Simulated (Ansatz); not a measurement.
## Y (hcp, Mg type), generalised stacking-fault energy along a line

Generalised stacking fault of Y (hcp, Mg type) on the (0001) plane. The cell below holds the perfect crystal with the plane normal along z; tilting its third vector by the shift puts one fault into each cell, between planes 2.84 Å apart, at fixed cell height.

```
Y
1.0
    3.65564     0.00000     0.00000
    1.82782     3.16588     0.00000
    0.00000     0.00000    17.03611
Y
6
Cartesian
  1.82782   1.05529   1.41968
  1.82782   1.05529   7.09838
  1.82782   1.05529  12.77708
  3.65564   2.11058  15.61644
  3.65564   2.11058   4.25903
  3.65564   2.11058   9.93773
```

In-plane vectors a = (3.656, 0.000) Å, b = (1.828, 3.166) Å, area 11.57 Å². The shift is s times the vector a + b (length 6.332 Å), so s = 1 restores the start. Atoms relax along the normal only. γ = [E(shift) − E(0)] / area.

Level of theory: PBE (plane waves to 420 eV, PAW, scalar-relativistic; Ansatz, a program for electronic structure). k mesh 12×12×3 (Γ-centred), Fermi-Dirac smearing 0.05 eV. E is the zero-smearing estimate. Stress and pressure are positive under compression. Some relaxations began with atoms very close together and may have settled on another branch. With partly filled bands, the k mesh leaves noise in γ, roughly 0.02 J/m² as judged from a few cases. Faults lie only 17.0 Å apart, and holding the cell height raises γ above its relaxed value. Y is run without spin polarisation. Y was relaxed with its symmetry unable to fall. The zero of γ is zero shift.

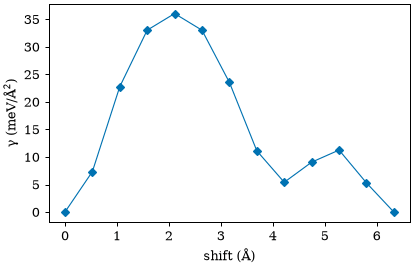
γ (meV/Å²) against shift (Å); computed points joined by lines (the last repeats the first, one period on).

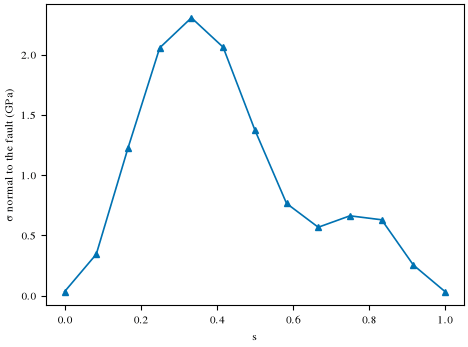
σ normal to the fault (GPa) against s; markers are the computed points, lines only join them (the last repeats the first, one period on).

The highest computed γ on the line is 0.58 J/m², the steepest slope dγ/d(shift) before the first maximum (spline) comes out as 4.9 GPa and the lower barrier from zero shift into that minimum (unstable fault energy, highest computed point) is 0.18 J/m². Local minima between the ends: s = 0.667. Position of the highest point: s = 0.333.

A slope of 1 mJ/m² per Å is 0.01 GPa.

(The slope of γ gives the shear force per area between the displaced halves; near zero shift its curvature is an elastic stiffness.)
